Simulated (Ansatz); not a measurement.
# Run report: InH2ClO2, geometry relaxation

System: InH2ClO2.
Method: RHF/def2-SVP (Ansatz 0.2.0).

It belongs to a series of runs on one base structure; here: start relaxed. Figures and captions count atoms from 1; the log counts them from 0 in places.

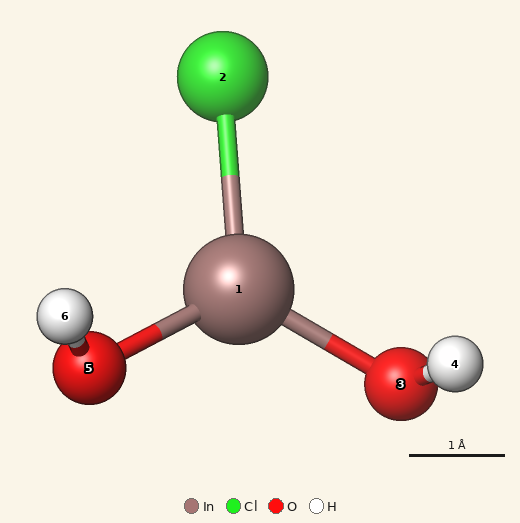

**Figure 1.** The input geometry (ball-and-stick view, seen at a tilt; atoms are numbered from 1 in the order of the input). Sticks mark near contacts.

### Input file
```yaml
crystal:
  periodic: [false, false, false]
  atoms:
    - { symbol: In, position_ang: [0.0, 0.0, 0.0] }
    - { symbol: Cl, position_ang: [0.0, 0.0, 2.44] }
    - { symbol: O, position_ang: [1.7233, 0.0, -0.995] }
    - { symbol: H, position_ang: [2.0232, -0.9519, -1.1499] }
    - { symbol: O, position_ang: [-1.7233, 0.0, -0.995] }
    - { symbol: H, position_ang: [-2.233, -0.8467, -0.7865] }
basis:
  gaussian: { orbitals: def2-SVP }
hamiltonian:
  xc: hf
relax:
  f_tol: 0.02
  max_steps: 40
```

Run on 1 thread of Arm Neoverse V1, 24 GiB of memory available, shared host.

Run as:
```bash
ansatz run input.yaml --threads 1 --pin off --max-ram 2048MiB --backend cpu --events-out ev --progress --plain --runs-dir out
```

### What the program printed
```
The last accepted step is kept in [file] (removed where the run ends without a failure and the disk answers)
Engine: ansatz 0.2.0, aarch64-unknown-linux-gnu
Functional definition: HF
  exchange = exact_x
  correlation = 0
924 factors; integrals over basis functions are off by at most 2.7e-4 eV
mean field evaluation 1: about -21747.3323 eV, gradient 5.0e1 eV
mean field evaluation 2: about -21747.4182 eV, gradient 5.0e1 eV
mean field evaluation 4: about -21752.2717 eV, gradient 2.5e0 eV
mean field evaluation 8: about -21752.3089 eV, gradient 1.9e-4 eV
mean field -21752.30893017 eV, -799.3826089393 hartree, gradient 3.6e-5 eV, S^2 0.000000; 0 other end points of the search recorded, 0 dependent functions left out
the calculation of the forces begins
reference -21752.30893017 eV, -799.3826089393 hartree; 28, 28 occupied and 54, 54 virtual orbitals, 924 factors
relax step   1: F+E_penalty+E_count = -21752.30893017 eV  Δ(F+E_penalty+E_count) = +0.000e0 eV  max|allowed force component| = 3.102e0 eV/Å  Δτ_max = 0.0000 Å  (37 SCF iters, accepted)
these checks for a lower state are left out or cut short: starts, cluster_reference, orbital_swaps, neighbouring_geometries, increment
924 factors; integrals over basis functions are off by at most 2.2e-4 eV
mean field evaluation 16: about -21752.5850 eV, gradient 8.9e-3 eV
mean field -21752.58498913 eV, -799.3927539187 hartree, gradient 9.3e-6 eV, S^2 0.000000; 0 other end points of the search recorded, 0 dependent functions left out
the calculation of the forces begins
reference -21752.58498913 eV, -799.3927539187 hartree; 28, 28 occupied and 54, 54 virtual orbitals, 924 factors
relax step   2: F+E_penalty+E_count = -21752.58498913 eV  Δ(F+E_penalty+E_count) = -2.761e-1 eV  max|allowed force component| = 1.709e0 eV/Å  Δτ_max = 0.1925 Å  (39 SCF iters, accepted)
these checks for a lower state are left out or cut short: starts, cluster_reference, orbital_swaps, neighbouring_geometries, increment
924 factors; integrals over basis functions are off by at most 2.3e-4 eV
mean field -21752.57135782 eV, -799.3922529776 hartree, gradient 9.5e-6 eV, S^2 0.000000; 0 other end points of the search recorded, 0 dependent functions left out
the calculation of the forces begins
reference -21752.57135782 eV, -799.3922529776 hartree; 28, 28 occupied and 54, 54 virtual orbitals, 924 factors
relax step   3: F+E_penalty+E_count = -21752.57135782 eV  Δ(F+E_penalty+E_count) = +1.363e-2 eV  max|allowed force component| = 2.600e0 eV/Å  Δτ_max = 0.1910 Å  (38 SCF iters, rejected (line search))
these checks for a lower state are left out or cut short: starts, cluster_reference, orbital_swaps, neighbouring_geometries, increment
924 factors; integrals over basis functions are off by at most 2.2e-4 eV
mean field evaluation 32: about -21752.6863 eV, gradient 8.2e-1 eV
mean field -21752.68806995 eV, -799.3965420690 hartree, gradient 9.1e-6 eV, S^2 0.000000; 0 other end points of the search recorded, 0 dependent functions left out
the calculation of the forces begins
reference -21752.68806995 eV, -799.3965420690 hartree; 28, 28 occupied and 54, 54 virtual orbitals, 924 factors
relax step   4: F+E_penalty+E_count = -21752.68806995 eV  Δ(F+E_penalty+E_count) = -1.031e-1 eV  max|allowed force component| = 7.178e-1 eV/Å  Δτ_max = 0.0955 Å  (38 SCF iters, accepted)
these checks for a lower state are left out or cut short: starts, cluster_reference, orbital_swaps, neighbouring_geometries, increment
924 factors; integrals over basis functions are off by at most 2.2e-4 eV
mean field -21752.71731151 eV, -799.3976166767 hartree, gradient 9.2e-6 eV, S^2 0.000000; 0 other end points of the search recorded, 0 dependent functions left out
the calculation of the forces begins
reference -21752.71731151 eV, -799.3976166767 hartree; 28, 28 occupied and 54, 54 virtual orbitals, 924 factors
relax step   5: F+E_penalty+E_count = -21752.71731151 eV  Δ(F+E_penalty+E_count) = -2.924e-2 eV  max|allowed force component| = 3.004e-1 eV/Å  Δτ_max = 0.0994 Å  (38 SCF iters, accepted)
these checks for a lower state are left out or cut short: starts, cluster_reference, orbital_swaps, neighbouring_geometries, increment
924 factors; integrals over basis functions are off by at most 2.5e-4 eV
mean field -21752.76067699 eV, -799.3992103286 hartree, gradient 7.9e-6 eV, S^2 0.000000; 0 other end points of the search recorded, 0 dependent functions left out
the calculation of the forces begins
reference -21752.76067699 eV, -799.3992103286 hartree; 28, 28 occupied and 54, 54 virtual orbitals, 924 factors
relax step   6: F+E_penalty+E_count = -21752.76067699 eV  Δ(F+E_penalty+E_count) = -4.337e-2 eV  max|allowed force component| = 4.059e-1 eV/Å  Δτ_max = 0.1497 Å  (33 SCF iters, accepted)
these checks for a lower state are left out or cut short: starts, cluster_reference, orbital_swaps, neighbouring_geometries, increment
924 factors; integrals over basis functions are off by at most 3.6e-4 eV
mean field -21752.80842113 eV, -799.4009648933 hartree, gradient 7.3e-6 eV, S^2 0.000000; 0 other end points of the search recorded, 0 dependent functions left out
the calculation of the forces begins
reference -21752.80842113 eV, -799.4009648933 hartree; 28, 28 occupied and 54, 54 virtual orbitals, 924 factors
relax step   7: F+E_penalty+E_count = -21752.80842113 eV  Δ(F+E_penalty+E_count) = -4.774e-2 eV  max|allowed force component| = 2.805e-1 eV/Å  Δτ_max = 0.2000 Å  (34 SCF iters, accepted)
these checks for a lower state are left out or cut short: starts, cluster_reference, orbital_swaps, neighbouring_geometries, increment
924 factors; integrals over basis functions are off by at most 4.5e-4 eV
mean field evaluation 64: about -21752.0655 eV, gradient 1.7e1 eV
mean field -21752.84629525 eV, -799.4023567418 hartree, gradient 7.8e-6 eV, S^2 0.000000; 0 other end points of the search recorded, 0 dependent functions left out
the calculation of the forces begins
reference -21752.84629525 eV, -799.4023567418 hartree; 28, 28 occupied and 54, 54 virtual orbitals, 924 factors
relax step   8: F+E_penalty+E_count = -21752.84629525 eV  Δ(F+E_penalty+E_count) = -3.787e-2 eV  max|allowed force component| = 1.809e-1 eV/Å  Δτ_max = 0.2000 Å  (34 SCF iters, accepted)
these checks for a lower state are left out or cut short: starts, cluster_reference, orbital_swaps, neighbouring_geometries, increment
924 factors; integrals over basis functions are off by at most 4.9e-4 eV
mean field -21752.84703028 eV, -799.4023837534 hartree, gradient 8.0e-6 eV, S^2 0.000000; 0 other end points of the search recorded, 0 dependent functions left out
the calculation of the forces begins
reference -21752.84703028 eV, -799.4023837534 hartree; 28, 28 occupied and 54, 54 virtual orbitals, 924 factors
relax step   9: F+E_penalty+E_count = -21752.84703028 eV  Δ(F+E_penalty+E_count) = -7.350e-4 eV  max|allowed force component| = 4.464e-1 eV/Å  Δτ_max = 0.0228 Å  (28 SCF iters, accepted)
these checks for a lower state are left out or cut short: starts, cluster_reference, orbital_swaps, neighbouring_geometries, increment
924 factors; integrals over basis functions are off by at most 6.1e-4 eV
mean field -21752.85243664 eV, -799.4025824334 hartree, gradient 8.0e-6 eV, S^2 0.000000; 0 other end points of the search recorded, 0 dependent functions left out
the calculation of the forces begins
reference -21752.85243664 eV, -799.4025824334 hartree; 28, 28 occupied and 54, 54 virtual orbitals, 924 factors
relax step  10: F+E_penalty+E_count = -21752.85243664 eV  Δ(F+E_penalty+E_count) = -5.406e-3 eV  max|allowed force component| = 3.532e-2 eV/Å  Δτ_max = 0.0540 Å  (29 SCF iters, accepted)
these checks for a lower state are left out or cut short: starts, cluster_reference, orbital_swaps, neighbouring_geometries, increment
924 factors; integrals over basis functions are off by at most 6.5e-4 eV
mean field -21752.85283622 eV, -799.4025971180 hartree, gradient 8.0e-6 eV, S^2 0.000000; 0 other end points of the search recorded, 0 dependent functions left out
the calculation of the forces begins
reference -21752.85283622 eV, -799.4025971180 hartree; 28, 28 occupied and 54, 54 virtual orbitals, 924 factors
relax step  11: F+E_penalty+E_count = -21752.85283622 eV  Δ(F+E_penalty+E_count) = -3.996e-4 eV  max|allowed force component| = 8.857e-2 eV/Å  Δτ_max = 0.0229 Å  (27 SCF iters, accepted)
these checks for a lower state are left out or cut short: starts, cluster_reference, orbital_swaps, neighbouring_geometries, increment
924 factors; integrals over basis functions are off by at most 6.5e-4 eV
mean field evaluation 96: about -21752.8530 eV, gradient 2.2e-5 eV
mean field -21752.85299999 eV, -799.4026031362 hartree, gradient 7.1e-6 eV, S^2 0.000000; 0 other end points of the search recorded, 0 dependent functions left out
the calculation of the forces begins
reference -21752.85299999 eV, -799.4026031362 hartree; 28, 28 occupied and 54, 54 virtual orbitals, 924 factors
relax step  12: F+E_penalty+E_count = -21752.85299999 eV  Δ(F+E_penalty+E_count) = -1.638e-4 eV  max|allowed force component| = 3.135e-3 eV/Å  Δτ_max = 0.0063 Å  (28 SCF iters, accepted)
```

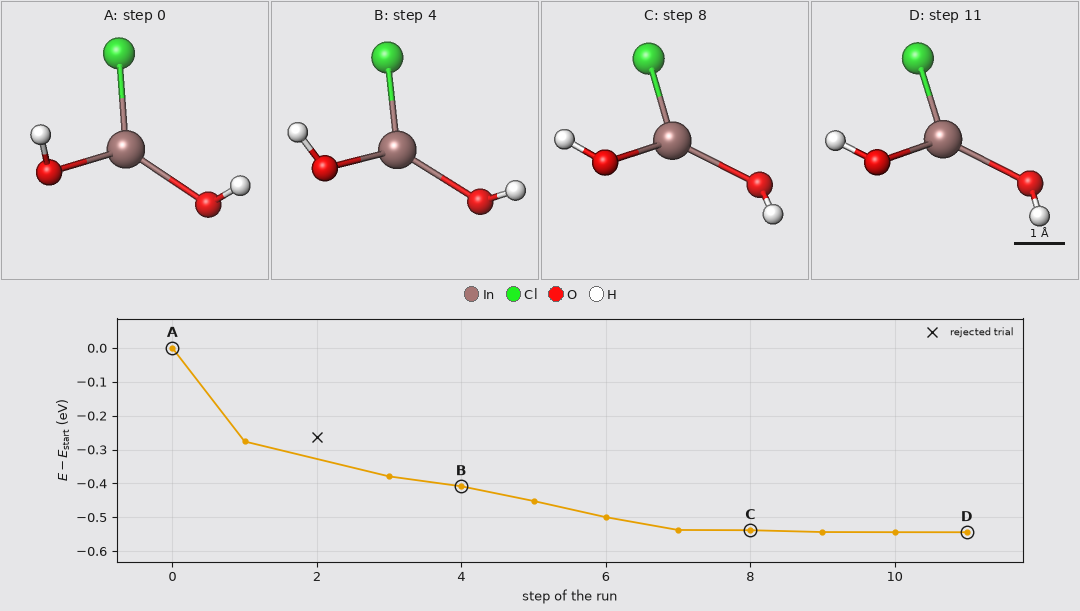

**Figure 2.** Frames of the relaxation (ball-and-stick view, seen at a tilt) above the curves, on which the letters mark them (the first geometry is step 0 here and step 1 in the log).

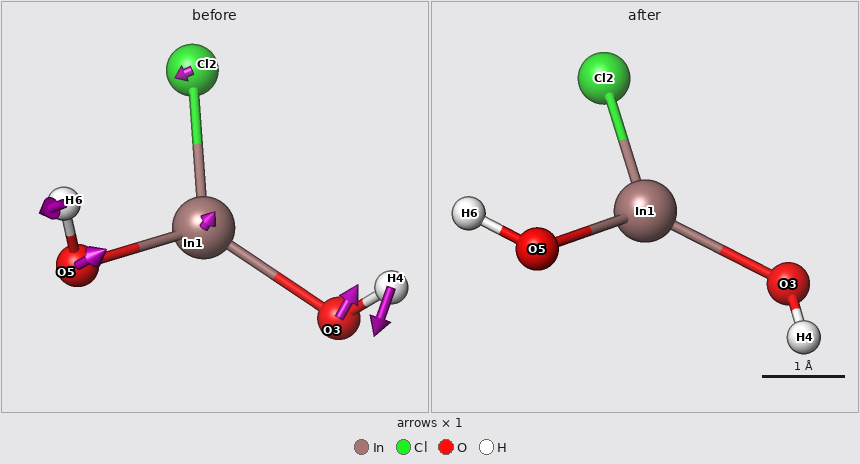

**Figure 3.** Before (left) and after (right) the relaxation, at one scale (ball-and-stick view, seen at a tilt). The pink arrows give the displacements, at true length. After 11 geometry steps the energy has fallen by 0.544 eV. The largest force component goes from 3.1 to 0.0031 eV/Å. The line search rejected the trial step at point 2 (counted from 0) and went back. H4 moves most after the best rigid fit: 0.65 Å. Largest moves by element: H 0.65 Å, O 0.51 Å, In 0.27 Å, Cl 0.25 Å. Among the contacts that change: In1–Cl2 2.440 → 2.336 Å, O3–H4 1.010 → 0.945 Å, In1–O3 1.990 → 1.961 Å, In1–O5 1.990 → 1.966 Å. Among the angles that change: In1–O5–H6 109.5° → 119.7°, In1–O3–H4 109.5° → 118.4°. (Atoms are counted from 1 in the order of the input.)

```
924 factors; integrals over basis functions are off by at most 6.5e-4 eV
mean field -21752.85299999 eV, -799.4026031362 hartree, gradient 7.1e-6 eV, S^2 0.000000; 1 other end points of the search recorded, 0 dependent functions left out
the calculation of the forces begins
reference -21752.85299999 eV, -799.4026031362 hartree; 28, 28 occupied and 54, 54 virtual orbitals, 924 factors
Total energy: -21752.85299999 eV, -799.4026031362 hartree
Atom 0 at     0.064185    -0.237435     0.097423 Å, force    -0.003135     0.000221    -0.001299 eV/Å
Atom 1 at    -0.188551     0.159556     2.385587 Å, force     0.000652     0.000001     0.001034 eV/Å
Atom 2 at     1.866279    -0.334500    -0.669464 Å, force     0.003015    -0.000023    -0.000714 eV/Å
Atom 3 at     1.951705    -0.494802    -1.596825 Å, force    -0.001789    -0.000003     0.001590 eV/Å
Atom 4 at    -1.520563    -0.470616    -1.042683 Å, force     0.000096    -0.000277    -0.002001 eV/Å
Atom 5 at    -2.382855    -0.420803    -0.660438 Å, force     0.001161     0.000081     0.001391 eV/Å
Dipole moment:    -0.249337    -0.053966    -0.279058 e Å
```

### Trajectory as extended XYZ (Å, eV, eV/Å), 12 frames, from step=1 to step=12
```
6
Properties=species:S:1:pos:R:3:forces:R:3 step=1 energy=-21752.30893
In    0.0000    0.0000    0.0000    0.0483   0.2690   0.7921
Cl    0.0000    0.0000    2.4400   -0.0115  -0.0212  -1.2679
O     1.7233    0.0000   -0.9950    0.5140  -3.1020  -0.1297
H     2.0232   -0.9519   -1.1499   -0.6587   2.9925   0.3382
O    -1.7233    0.0000   -0.9950   -1.1529  -2.8604   1.0007
H    -2.2330   -0.8467   -0.7865    1.2608   2.7221  -0.7333
6
Properties=species:S:1:pos:R:3:forces:R:3 step=2 energy=-21752.58499
In    0.0062   -0.0331   -0.0096    0.0304   0.0035  -1.0733
Cl   -0.0227   -0.0264    2.2756   -0.0284   0.0092   0.9676
O     1.7473   -0.0215   -0.9483    0.2253  -1.0166  -0.0988
H     2.1256   -0.8896   -1.1289   -0.3069   1.0226   0.1302
O    -1.7076   -0.0779   -0.9979   -1.3083  -1.7087   0.8188
H    -2.3586   -0.7501   -0.6772    1.3879   1.6901  -0.7446
6
Properties=species:S:1:pos:R:3:forces:R:3 step=3 energy=-21752.57136 accepted=F
In    0.0080   -0.0848   -0.0493    0.0661   0.0005  -0.4063
Cl   -0.0479   -0.0492    2.2777   -0.0373  -0.0034   0.2418
O     1.7536   -0.0138   -0.9685    0.2953  -0.8504  -0.0593
H     2.2152   -0.8453   -1.1091   -0.3878   0.8604   0.1088
O    -1.6827   -0.1809   -1.0658   -2.5365  -1.6516   1.8539
H    -2.4562   -0.6245   -0.5714    2.6002   1.6445  -1.7388
6
Properties=species:S:1:pos:R:3:forces:R:3 step=4 energy=-21752.68807
In    0.0095   -0.1169   -0.0519   -0.0259   0.1695  -0.0524
Cl   -0.0491   -0.0092    2.2747   -0.0058  -0.0445   0.2634
O     1.7626   -0.0303   -0.9309    0.1667  -0.4002  -0.1412
H     2.1982   -0.8467   -1.1488   -0.0859   0.3530   0.0298
O    -1.7178   -0.1155   -0.9874   -0.6044  -0.7178   0.1847
H    -2.4132   -0.6801   -0.6421    0.5553   0.6400  -0.2843
6
Properties=species:S:1:pos:R:3:forces:R:3 step=5 energy=-21752.71731
In    0.0126   -0.0415   -0.0417   -0.0486  -0.2381  -0.0361
Cl   -0.0609   -0.0391    2.2936   -0.0168   0.0552   0.1248
O     1.7573   -0.0341   -0.9381    0.1099   0.0158  -0.0617
H     2.1776   -0.8524   -1.1592   -0.0401   0.1021   0.0002
O    -1.6797   -0.1979   -1.0281   -0.2817  -0.2353   0.1045
H    -2.4167   -0.6337   -0.6129    0.2772   0.3004  -0.1316
6
Properties=species:S:1:pos:R:3:forces:R:3 step=6 energy=-21752.76068
In    0.0353   -0.1304   -0.0042   -0.0259   0.0008   0.0253
Cl   -0.1387    0.0081    2.3297    0.0180   0.0088  -0.0365
O     1.7902   -0.0360   -0.8791    0.2179  -0.3904  -0.1165
H     2.1529   -0.8092   -1.3004   -0.1914   0.4059   0.1374
O    -1.6231   -0.3024   -1.0434   -0.2841  -0.1727   0.1525
H    -2.4265   -0.5287   -0.5890    0.2656   0.1476  -0.1622
6
Properties=species:S:1:pos:R:3:forces:R:3 step=7 energy=-21752.80842
In    0.0540   -0.1801    0.0331    0.0022   0.0203   0.0240
Cl   -0.1923    0.0597    2.3505    0.0284   0.0213  -0.0394
O     1.8443   -0.1067   -0.7714    0.0568  -0.2805  -0.1077
H     2.0773   -0.7168   -1.4609   -0.1209   0.2644   0.1516
O    -1.5775   -0.4188   -1.0371    0.0060  -0.0276  -0.0201
H    -2.4156   -0.4359   -0.6006    0.0276   0.0021  -0.0084
6
Properties=species:S:1:pos:R:3:forces:R:3 step=8 energy=-21752.84629
In    0.0538   -0.2254    0.0569    0.0272   0.0051  -0.0054
Cl   -0.1929    0.1273    2.3556    0.0017   0.0073  -0.0016
O     1.8743   -0.2777   -0.6739   -0.0590  -0.0134   0.0967
H     2.0246   -0.5535   -1.5635   -0.0448   0.0093  -0.0805
O    -1.5636   -0.4453   -1.0422    0.1809  -0.0157  -0.0563
H    -2.4060   -0.4241   -0.6192   -0.1060   0.0073   0.0472
6
Properties=species:S:1:pos:R:3:forces:R:3 step=9 energy=-21752.84703
In    0.0516   -0.2252    0.0678    0.1211  -0.0104  -0.0395
Cl   -0.1811    0.1357    2.3659   -0.0063   0.0073  -0.0065
O     1.8720   -0.2945   -0.6718   -0.1816   0.0874   0.4464
H     2.0087   -0.5377   -1.5676    0.0057  -0.0819  -0.3950
O    -1.5559   -0.4496   -1.0432    0.2352  -0.0140  -0.0967
H    -2.4052   -0.4274   -0.6376   -0.1741   0.0116   0.0914
6
Properties=species:S:1:pos:R:3:forces:R:3 step=10 energy=-21752.85244
In    0.0592   -0.2349    0.0881    0.0181  -0.0112  -0.0337
Cl   -0.1849    0.1543    2.3788   -0.0027   0.0032   0.0040
O     1.8674   -0.3291   -0.6676   -0.0168  -0.0011   0.0079
H     1.9761   -0.5013   -1.5905   -0.0353   0.0061   0.0152
O    -1.5339   -0.4658   -1.0423    0.0063   0.0015   0.0118
H    -2.3938   -0.4219   -0.6529    0.0304   0.0015  -0.0051
6
Properties=species:S:1:pos:R:3:forces:R:3 step=11 energy=-21752.85284
In    0.0645   -0.2389    0.0970   -0.0405  -0.0008  -0.0037
Cl   -0.1906    0.1603    2.3843    0.0030   0.0004   0.0056
O     1.8649   -0.3373   -0.6695    0.0548  -0.0120  -0.0886
H     1.9569   -0.4917   -1.5986   -0.0232   0.0118   0.0856
O    -1.5218   -0.4724   -1.0414   -0.0063   0.0021   0.0042
H    -2.3837   -0.4186   -0.6583    0.0122  -0.0015  -0.0031
6
Properties=species:S:1:pos:R:3:forces:R:3 step=12 energy=-21752.85300
In    0.0642   -0.2374    0.0974   -0.0031   0.0002  -0.0013
Cl   -0.1886    0.1596    2.3856    0.0007   0.0000   0.0010
O     1.8663   -0.3345   -0.6695    0.0030   0.0000  -0.0007
H     1.9517   -0.4948   -1.5968   -0.0018   0.0000   0.0016
O    -1.5206   -0.4706   -1.0427    0.0001  -0.0003  -0.0020
H    -2.3829   -0.4208   -0.6604    0.0012   0.0001   0.0014
```

### Summary

```csv
quantity,value
outcome,converged
total energy,−21752.8530 eV
mean-field energy,−21752.8530 eV
largest force (length of the vector) at the end,0.003 eV/Å
wall time,30 s
peak memory,0.14 GiB
```
